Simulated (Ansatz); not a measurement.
**WCl+ (septet): trial inputs and their diagnosis**

3 inputs are run for WCl+ (septet) as typed; the log has to tell whether the result can be used and what must change.

Computed with Ansatz 0.2.0, Gaussian basis. Level: the settings change from run to run.

12 further runs of the same task are left out: 2 for a known fault of the program, 1 that didn't finish, 9 set aside as unsound or not needed. Runs told in other sessions of the task aren't counted.

## Step 1: What is computed

The geometry is a PBE0/def2-TZVP stationary point (not a proven minimum) of the parent state, kept for this charge and spin. No spin-orbit coupling is included. Elements past krypton take def2 core potentials.

2 atoms, charge 1, spin multiplicity 7.

Atoms are counted from 1 here; the program's logs count them from 0.

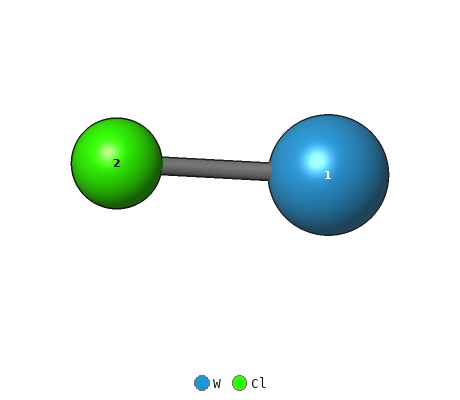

The geometry (tungsten blue, chlorine green); atoms are numbered from 1 in the order of the file.

As a file:

```xyz
2

W     0.0000    0.0000    0.0000
Cl    0.0000    0.0000    2.2750
```

## Step 2: Try 1

Input file in.yaml:

```yaml
crystal:
  periodic: [false, false, false]
  atoms:
    - {symbol: W, position_ang: [0.000000, 0.000000, 0.000000]}
    - {symbol: Cl, position_ang: [0.000000, 0.000000, 2.275000]}
basis:
  gaussian: {orbitals: def2-SVP}
total_charge: 1
magnetization: {spin_polarized: true, initial_magnetization: 6}
correlation: {method: bccd, electrons: outside_noble_gas}
multiplicity: 3
output: {forces: true}
```

Run with:

```sh
$ ansatz run in.yaml --threads 1 --pin off --events-out ev --progress --plain --max-ram 2393MiB
```

The log of the run:

```text
Error: YAML parse error: error: line 11 column 1: unknown field `multiplicity`, expected one of crystal, accuracy, basis, kpoints, hamiltonian, magnetization, projection, total_charge, correlation, batch, efield, external_charges, scf, relax, neb, saddle, md, ramp, phonons, dielectric, real_time, elastic, magnetic_configurations, gw, evaluate, workflow, output, checkpoint, execution
  --> <input>:11:1
   |
 9 | magnetization: {spin_polarized: true, initial_magnetization: 6}
10 | correlation: {method: bccd, electrons: outside_noble_gas}
11 | multiplicity: 3
   | ^ unknown field `multiplicity`, expected one of crystal, accuracy, basis, kpoints, hamiltonian, magnetization, projection, total_charge, correlation, batch, efield, external_charges, scf, relax, neb, saddle, md, ramp, phonons, dielectric, real_time, elastic, magnetic_configurations, gw, evaluate, workflow, output, checkpoint, execution
12 | output: {forces: true}
   |
```

Wall time 0.03 s (1 thread of Arm Neoverse V1, shared host).

Diagnosis: The run was refused. The input holds a key that the program doesn't read here. Cure: remove it or spell it as the reference does.

## Step 3: Try 2

Input file in.yaml:

```yaml
crystal:
  periodic: [false, false, false]
  atoms:
    - {symbol: W, position_ang: [0.000000, 0.000000, 0.000000]}
    - {symbol: Cl, position_ang: [0.000000, 0.000000, 2.275000]}
basis:
  gaussian: {orbitals: def2-SVP}
total_charge: 1
magnetization: {spin_polarized: false, initial_magnetization: 6}
correlation: {method: full_ci, electrons: outside_noble_gas}
output: {forces: true}
```

The command is unchanged.

The log of the run:

```text
Error: YAML parse error: error: line 10 column 23: unknown variant `full_ci`, expected one of mp2, rpa, ccsd, ccsd_t, bccd, bccd_t, ccsdt, ccsdt_q, ccsdt_q_b, ccsdtq, fci, sc_nevpt2, fic_nevpt4_sd, fic_mrcisd_q, fic_mrcisd_q_relaxed
  --> <input>:10:23
   |
 8 | total_charge: 1
 9 | magnetization: {spin_polarized: false, initial_magnetization: 6}
10 | correlation: {method: full_ci, electrons: outside_noble_gas}
   |                       ^ unknown variant `full_ci`, expected one of mp2, rpa, ccsd, ccsd_t, bccd, bccd_t, ccsdt, ccsdt_q, ccsdt_q_b, ccsdtq, fci, sc_nevpt2, fic_nevpt4_sd, fic_mrcisd_q, fic_mrcisd_q_relaxed
11 | output: {forces: true}
   |
```

Wall time 0.03 s (1 thread of Arm Neoverse V1, shared host).

What is wrong: The run was refused. The method's name isn't one that the program knows. Cure: name one from the list in the message.

## Step 4: Try 3

Input file in.yaml:

```yaml
crystal:
  periodic: [false, false, false]
  atoms:
    - {symbol: W, position_ang: [0.000000, 0.000000, 0.000000]}
    - {symbol: Cl, position_ang: [0.000000, 0.000000, 2.275000]}
basis:
  gaussian: {orbitals: def2-SVP}
total_charge: 1
magnetization: {spin_polarized: true, initial_magnetization: 6}
hamiltonian: {xc: hf}
scf: {lower_state_search: light}
charge: 1
output: {forces: true, orbitals: {seedname: orbitals}}
```

Same command.

The log of the run:

```text
Error: YAML parse error: error: line 12 column 1: unknown field `charge`, expected one of crystal, accuracy, basis, kpoints, hamiltonian, magnetization, projection, total_charge, correlation, batch, efield, external_charges, scf, relax, neb, saddle, md, ramp, phonons, dielectric, real_time, elastic, magnetic_configurations, gw, evaluate, workflow, output, checkpoint, execution
  --> <input>:12:1
   |
10 | hamiltonian: {xc: hf}
11 | scf: {lower_state_search: light}
12 | charge: 1
   | ^ unknown field `charge`, expected one of crystal, accuracy, basis, kpoints, hamiltonian, magnetization, projection, total_charge, correlation, batch, efield, external_charges, scf, relax, neb, saddle, md, ramp, phonons, dielectric, real_time, elastic, magnetic_configurations, gw, evaluate, workflow, output, checkpoint, execution
13 | output: {forces: true, orbitals: {seedname: orbitals}}
   |
```

Wall time 0.03 s (1 thread of Arm Neoverse V1, shared host).

What is wrong: The run was refused. The input holds a key that the program doesn't read here. To mend it, remove it or spell it as the reference does.

## Step 5: Summary

```
try                 level    ended                                                     cause    time
  1  BCCD on UHF/def2-SVP  refused  the input holds a key that the program doesn't read here  0.03 s
  2    'full_ci'/def2-SVP  refused        the method's name isn't one that the program knows  0.03 s
  3     HF (UHF)/def2-SVP  refused  the input holds a key that the program doesn't read here  0.03 s
```

3 refused.
